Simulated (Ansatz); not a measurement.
# [HO2]− (hydroperoxide(1-)): HSE06/STO-3G

What is the vertical ionisation energy of [HO2]− (hydroperoxide(1-)) at HSE06/STO-3G? 

The results are computed with Ansatz 0.2.0.

## (1) The system as given

[HO2]− has 3 atoms, charge -1, and is taken as a singlet. SMILES: `[O-]O`. Geometry: relaxed at PBE0-D4/def2-TZVPD.

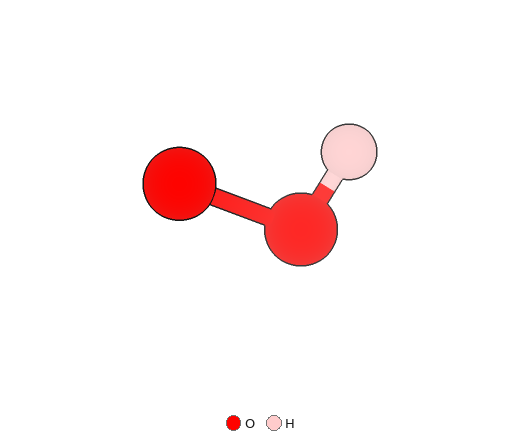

Viewed from a chosen angle; oxygen red, hydrogen pink.

## (2) A single-point energy at HSE06/STO-3G

The input, molecule.yaml:

```yaml
basis:
  gaussian: {orbitals: STO-3G}
crystal:
  periodic: [false, false, false]
  atoms:
    - symbol: O
      position_ang: [-0.357760, 1.025590, -0.080830]
    - symbol: O
      position_ang: [-0.242260, -0.445880, -0.180750]
    - symbol: H
      position_ang: [0.600030, -0.579720, 0.261570]
total_charge: -1
hamiltonian: {xc: {name: HSE06}}
accuracy: high
```

Started as:

```
$ ansatz run molecule.yaml --threads 1 --pin off --max-ram 3480MiB --events-out events.jsonl --progress --plain --runs-dir runs
```

The log of the run:

```text
Warning: RAYON_NUM_THREADS=1 ignored (pool sized by the plan → 1); use --threads N
Functional definition: HSE06
  name "HSE06"
  parameter a = 0.25
  parameter omega = 0.11/bohr
  exchange = pbe_x - a*pbe_x_sr(omega) + a*exact_x_sr(omega)
  correlation = pbe_c
168 factors; integrals over basis functions are off by at most 4.4e-8 eV
37 factors; integrals over basis functions are off by at most 3.0e-10 eV
mean field evaluation 1: about -4037.6954 eV, gradient 2.4e1 eV
mean field evaluation 2: about -4037.4736 eV, gradient 2.5e1 eV
mean field evaluation 4: about -4039.7521 eV, gradient 2.7e-1 eV
mean field evaluation 8: about -4039.7636 eV, gradient 3.0e-4 eV
mean field evaluation 16: about -4039.7636 eV, gradient 4.5e-8 eV
mean field -4039.76364281 eV, -148.4585756230 hartree, gradient 4.5e-8 eV, S^2 0.000000; 0 other end points of the search recorded, 0 dependent functions left out
reference -4039.76364382 eV, -148.4585756602 hartree; 9, 9 occupied and 2, 2 virtual orbitals, 168 factors
Total energy: -4039.76364382 eV, -148.4585756602 hartree
```

Run time: 0.62 s. Hardware: 1 thread of Arm Neoverse V1, shared host.

## (3) Doublet neutral HO2

The input, input.yaml:

```yaml
crystal:
  periodic: [false, false, false]
  atoms:
    - {symbol: O, position_ang: [-0.357760, 1.025590, -0.080830]}
    - {symbol: O, position_ang: [-0.242260, -0.445880, -0.180750]}
    - {symbol: H, position_ang: [0.600030, -0.579720, 0.261570]}
basis:
  gaussian:
    orbitals: STO-3G
magnetization:
  spin_polarized: true
  initial_magnetization: 1
hamiltonian:
  xc: hse06
accuracy: high
```

Started as:

```
$ ansatz run input.yaml --threads 1 --pin off --max-ram 3480MiB --events-out events.jsonl --progress --plain --runs-dir runs
```

The log of the run:

```text
Warning: RAYON_NUM_THREADS=1 ignored (pool sized by the plan → 1); use --threads N
Functional definition: HSE06
  name "HSE06"
  parameter a = 0.25
  parameter omega = 0.11/bohr
  exchange = pbe_x - a*pbe_x_sr(omega) + a*exact_x_sr(omega)
  correlation = pbe_c
168 factors; integrals over basis functions are off by at most 4.4e-8 eV
37 factors; integrals over basis functions are off by at most 3.0e-10 eV
mean field evaluation 1: about -4044.8276 eV, gradient 1.3e1 eV
mean field evaluation 2: about -4042.8073 eV, gradient 2.2e1 eV
mean field evaluation 4: about -4046.1296 eV, gradient 7.1e-1 eV
mean field evaluation 8: about -4046.1356 eV, gradient 6.5e-2 eV
mean field evaluation 16: about -4046.1356 eV, gradient 1.1e-6 eV
mean field -4046.13560173 eV, -148.6927407944 hartree, gradient 2.9e-8 eV, S^2 0.752176; 1 other end points of the search recorded, 0 dependent functions left out
reference -4046.13560280 eV, -148.6927408338 hartree; 9, 8 occupied and 2, 3 virtual orbitals, 168 factors
Total energy: -4046.13560280 eV, -148.6927408338 hartree
```

It took 1.2 s on 1 thread of Arm Neoverse V1, shared host; peak memory 0.096 GiB.

## (4) What came out

At HSE06/STO-3G:

| quantity | value |
| --- | --- |
| singlet [HO2]−: total energy | -148.45858 Eh |
| doublet neutral HO2: total energy | -148.69274 Eh |
| doublet neutral HO2: ⟨S²⟩ | 0.752 |
| vertical ionisation energy (to the doublet neutral) | -6.372 eV |

In words: The species is unbound against losing an electron at this level, by 6.37 eV (−147 kcal/mol); missing correlation or diffuse functions can give that sign where the real anion is bound. In a minimal basis such a difference can be off by several eV, whatever the method.
